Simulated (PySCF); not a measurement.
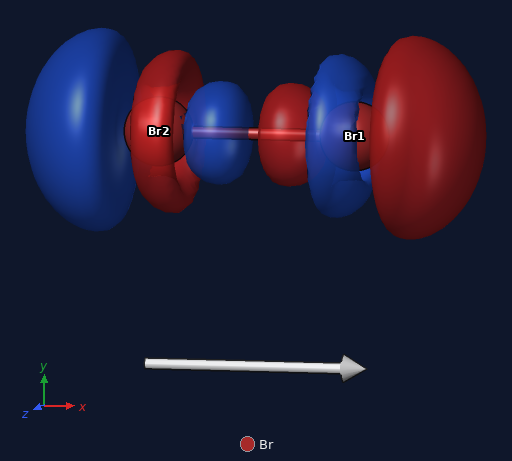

Br₂, SMILES `BrBr`. Change of the electron density in a uniform field of 0.26 V/Å along +x (arrow), surfaces at ±0.003 e/Å³ (blue: gain, red: loss).

PySCF calculation, ωB97X/cc-pVTZ, gas phase; geometry: GFN2-xTB. No frequency check shows the geometry to be a minimum. A basis without diffuse functions makes polarisabilities too small. GFN2-xTB bond lengths at metals and heavier atoms can be off by up to 0.1 Å and shapes distorted, which carries into these values.

### How large is the response?

The induced dipole is 0.71 D (along the field); α along this axis, from the fields in both directions, is 56 bohr³ (8.2 Å³).

### Which atoms gain and lose the most charge?

Electrons gather most on Br2 (Hirshfeld charge changes by −0.036 e) and leave Br1 most (+0.036 e); 0.053 electrons are displaced in all.
